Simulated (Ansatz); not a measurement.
# Hypothetical P6/mmm Cs3P, response to strain

Base system: Cs3P (space group P6/mmm, No. 191; a hypothetical phase, not in the database extracts checked).

```
Cs3P
1.0
    6.35905     0.00000     0.00000
   -3.17952     5.50710     0.00000
    0.00000     0.00000     6.89869
Cs P
3 1
Cartesian
  0.00000   0.00000   3.44935
  0.00000   3.67140   0.00000
  3.17952   1.83570   0.00000
  0.00000   0.00000   0.00000
```

Cartesian axes are those of the cell as printed.

Strains are applied to the cell and any free atomic positions relax; under biaxial strain the out-of-plane vector relaxes too.

Level of theory: plane-wave PAW DFT at the PBEsol level (Ansatz, an electronic-structure program, 420 eV), no spin-orbit coupling.

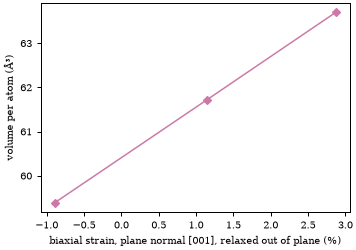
Figure. Volume per atom against biaxial strain, plane normal [001], relaxed out of plane

From the plot, what is the volume per atom for biaxial strain +1.14 %, plane normal [001], relaxed out of plane?

About 61.7 Å³.

Is the trend monotonic over the range shown?

Yes, it rises throughout, spanning 59.39 Å³ to 63.70 Å³.

No phonon test of stability was made. The final runs are not spin-polarised.
